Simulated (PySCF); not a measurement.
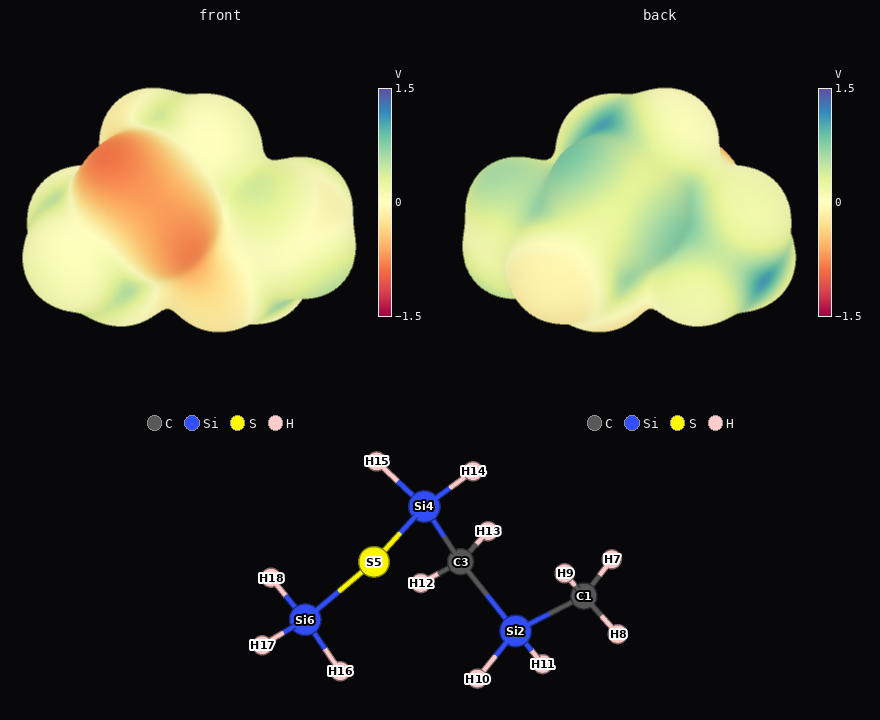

C2H12SSi3 (SMILES C[SiH2]C[SiH2]S[SiH3]). The electrostatic potential painted on the density surface at 0.001 e/bohr³, seen from the front and from behind; red is negative and blue positive. The bare structure is drawn below in the same view.

Geometry: GFN2-xTB.

Theory: CAM-B3LYP/def2-SVPD, SCF density, gas phase (PySCF).

```xyz
18

C    -2.7230    0.0914   -0.4545
Si   -1.3338   -1.0895    0.0578
C    -0.2166   -0.2363    1.3517
Si    0.5310    1.4336    0.8613
S     1.5782    1.3110   -1.0209
Si    2.9783   -0.2791   -0.7383
H    -3.2988    0.4277    0.4038
H    -3.4103   -0.3911   -1.1425
H    -2.3231    0.9714   -0.9505
H    -0.5414   -1.4863   -1.1111
H    -1.8927   -2.3015    0.6783
H     0.5918   -0.9221    1.6089
H    -0.7876   -0.0891    2.2681
H    -0.4611    2.4652    0.5930
H     1.5008    1.8860    1.8612
H     2.2612   -1.5498   -0.7238
H     3.8678   -0.1575   -1.8794
H     3.6704   -0.0777    0.5308
```

**Where is the surface potential most negative and most positive?**

The most negative region (about −0.8 V) lies over S5, the most positive (about +1.0 V) over Si4 and Si6.
